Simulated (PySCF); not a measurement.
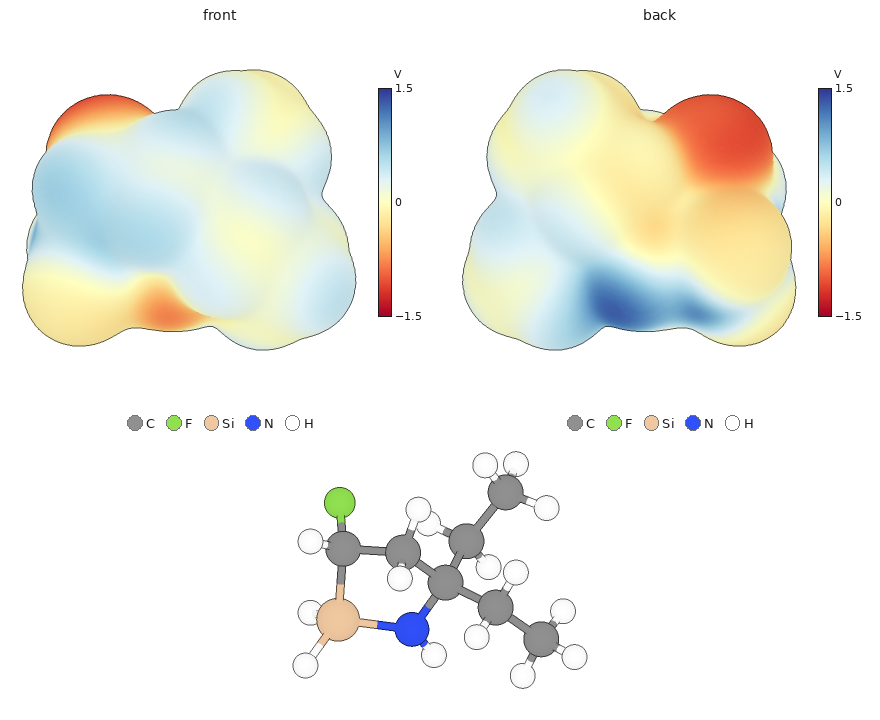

C$_{7}$H$_{16}$FNSi. The electrostatic potential painted on the density surface at 0.001 e/bohr³, seen from the front and from behind; the colour scale runs from red (negative) to blue (positive). The bare structure is drawn below in the same view.

Geometry: PBE0-D3(BJ)/def2-SVP.

These are results of PBE0/pcSseg-1, SCF density, gas phase, non-relativistic in PySCF, not measurements.

```yaml
atoms:
  - { symbol: C, position_ang: [2.7597, -0.3986, -0.5028] }
  - { symbol: C, position_ang: [1.5748, -0.7232, 0.3915] }
  - { symbol: C, position_ang: [0.1899, -0.5287, -0.2473] }
  - { symbol: C, position_ang: [-0.0152, 0.9109, -0.7651] }
  - { symbol: C, position_ang: [0.2354, 2.0322, 0.2305] }
  - { symbol: C, position_ang: [-0.8947, -0.9141, 0.7823] }
  - { symbol: C, position_ang: [-2.1983, -1.2953, 0.1003] }
  - { symbol: F, position_ang: [-2.9149, -0.1533, -0.2578] }
  - { symbol: Si, position_ang: [-1.5732, -2.1812, -1.4755] }
  - { symbol: N, position_ang: [0.0055, -1.4815, -1.3470] }
  - { symbol: H, position_ang: [3.7085, -0.5996, 0.0174] }
  - { symbol: H, position_ang: [2.7595, -1.0154, -1.4159] }
  - { symbol: H, position_ang: [2.7743, 0.6578, -0.8118] }
  - { symbol: H, position_ang: [1.6300, -0.1195, 1.3132] }
  - { symbol: H, position_ang: [1.6363, -1.7778, 0.7072] }
  - { symbol: H, position_ang: [-1.0460, 0.9787, -1.1447] }
  - { symbol: H, position_ang: [0.6396, 1.0477, -1.6433] }
  - { symbol: H, position_ang: [-0.3985, 1.9349, 1.1256] }
  - { symbol: H, position_ang: [1.2829, 2.0659, 0.5681] }
  - { symbol: H, position_ang: [0.0063, 3.0094, -0.2206] }
  - { symbol: H, position_ang: [-1.0633, -0.1123, 1.5183] }
  - { symbol: H, position_ang: [-0.5422, -1.7978, 1.3410] }
  - { symbol: H, position_ang: [-2.8408, -1.8862, 0.7730] }
  - { symbol: H, position_ang: [-2.3617, -1.8126, -2.6928] }
  - { symbol: H, position_ang: [-1.5925, -3.6761, -1.3687] }
  - { symbol: H, position_ang: [0.6705, -1.3987, -2.1054] }
```

Q: Which sites attract a positive test charge, and which a negative one?

A: A positive charge is drawn to the negative regions and a negative charge to the positive ones. The most negative region (about −1.1 V, or −25 kcal/mol for a unit charge) lies over F8, the most positive (about +1.2 V, or +28 kcal/mol for a unit charge) over H26.
